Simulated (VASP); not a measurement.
Band structure of FeAl (CsCl type). Level of theory: revPBE GGA, VASP's PBE PAW potentials (set 64) (plane waves; VASP).

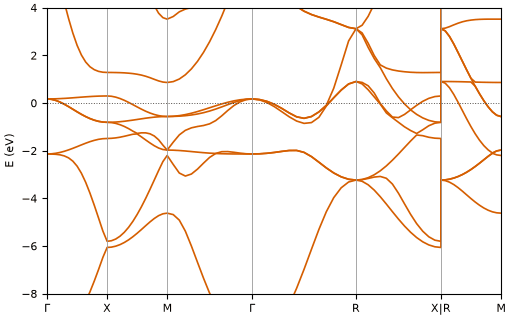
Figure: Bands along high-symmetry lines, zero at the valence-band maximum or, without a gap, the Fermi level

Question: Read the plot: is there a gap, and where are the band edges?

Answer: It has no gap at this level: it comes out as a metal or semimetal. (Edges off the drawn lines would not show.)

The compound is FeAl in the CsCl type structure. It was relaxed first. The run is not spin-polarised, so no magnetic state was tried. The electron count is odd and the run is not spin-polarised, which forces a metal.
